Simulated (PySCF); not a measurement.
## Frequency calculation, with input and output: LaSBr

System: LaSBr.
Method: RKS-based PBE, La def2-TZVP with ECP46, S def2-TZVP, Br def2-TZVP; non-relativistic Hamiltonian with a scalar-relativistic core potential; density fitting (PySCF 2.14.0).

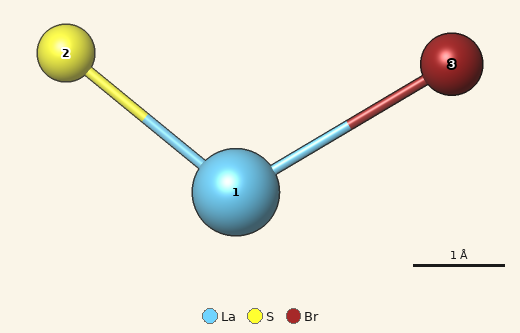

The input geometry (ball-and-stick view, seen on its broad side; atoms are numbered from 1 in the order of the input). Sticks mark near contacts. Bond lengths as drawn: Br–La 2.79 Å and La–S 2.43 Å.

## Input file
```python
from pyscf import gto, scf, dft
mol = gto.M(atom='''
La    -0.448162     0.000000    -0.682179
S     -2.471259     0.000000     0.669595
Br     1.805920     0.000000     0.956607''',
    basis={'La': 'def2-TZVP', 'S': 'def2-TZVP', 'Br': 'def2-TZVP'},
    ecp={'La': 'def2-TZVP'},
    charge=0, spin=0)
mf = dft.RKS(mol, xc='PBE')
mf.grids.atom_grid = (75, 302)
mf.grids.prune = None
aux = {'La': 'def2-universal-JKFIT', 'S': 'def2-universal-JKFIT', 'Br': 'def2-universal-JKFIT'}
mf = mf.density_fit(auxbasis=aux)
mf.conv_tol = 1e-09
mf.diis_space = 10
mf.max_cycle = 60
mf.verbose = 4
mf.kernel()
```

The script is an equivalent of the set-up of the self-consistent field. The run itself was carried out by a driver, which started from the orbitals of the step before it where there was one and computed the further properties.

Hardware: 4 threads of Arm Neoverse V2, 24 GiB of memory available, shared host.

Run as:
```bash
OMP_NUM_THREADS=4 python axn.py task.json out
```

## Log
```
init E= -3003.53306468294
  HOMO = -0.191251728513742  LUMO = -0.11425825373434  gap/eV = 2.09510
cycle= 1 E= -3003.53306468291  delta_E= 3.09e-11  |g|= 5.95e-06  |ddm|= 7.57e-06
  HOMO = -0.19125062806591  LUMO = -0.114259153197233  gap/eV = 2.09504
Extra cycle  E= -3003.53306468275  delta_E= 1.57e-10  |g|= 2.2e-05  |ddm|= 2.56e-05
converged SCF energy = -3003.53306468275
```

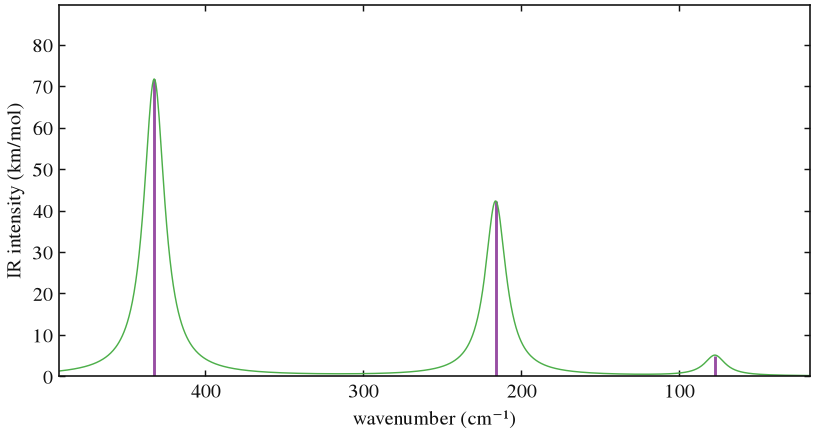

Harmonic infrared spectrum, unscaled: sticks (degenerate modes added up, dark ones marked on the axis) with a Lorentzian envelope of 16 cm⁻¹ full width, scaled to the tallest stick. 3 modes from 78 to 432 cm⁻¹, none imaginary. The strongest line is at 432 cm⁻¹ (72 km/mol). All modes, in cm⁻¹ (km/mol): 78 (4.9), 216 (42), 432 (72).

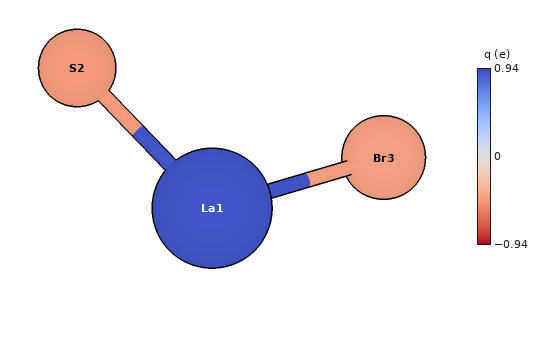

Mulliken charges, as the colour of each atom (ball-and-stick view, seen at a tilt; atoms are numbered from 1 in the order of the input). By element: La +0.90, S −0.46 and Br −0.44 e.

## Summary

```json
{"quantity": "outcome", "value": "converged"}
{"quantity": "total energy", "value": "−3003.533065 hartree"}
{"quantity": "HOMO", "value": "−5.20 eV"}
{"quantity": "LUMO", "value": "−3.11 eV"}
{"quantity": "zero-point energy", "value": "0.001655 hartree"}
{"quantity": "dipole moment", "value": "8.02 D"}
{"quantity": "wavenumbers, lowest and highest", "value": "78 and 432 cm⁻¹"}
{"quantity": "wall time", "value": "52 s (CPU time 3 min)"}
{"quantity": "peak memory", "value": "1.4 GiB"}
```
